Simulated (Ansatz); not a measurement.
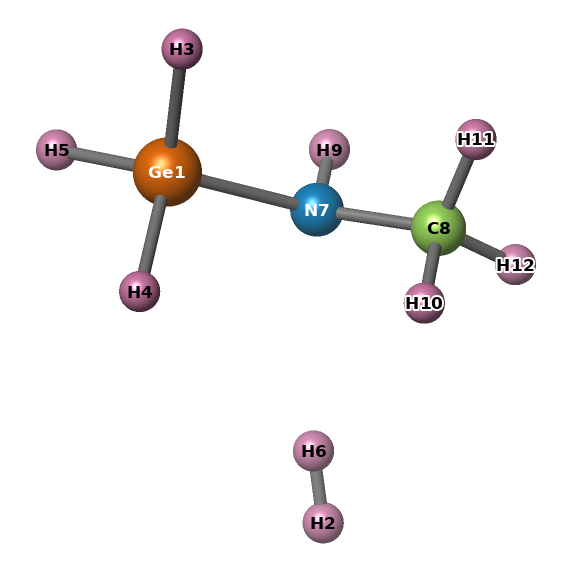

The computed structure is the end point of a PBE0-D4/def2-TZVP optimisation.

Give the bond lengths.

| bond | length (Å) |
| --- | --- |
| Ge1–H3 | 1.549 |
| Ge1–H4 | 1.537 |
| Ge1–H5 | 1.535 |
| Ge1–N7 | 1.840 |
| H2–H6 | 0.750 |
| N7–C8 | 1.451 |
| N7–H9 | 1.010 |
| C8–H10 | 1.094 |
| C8–H11 | 1.100 |
| C8–H12 | 1.094 |
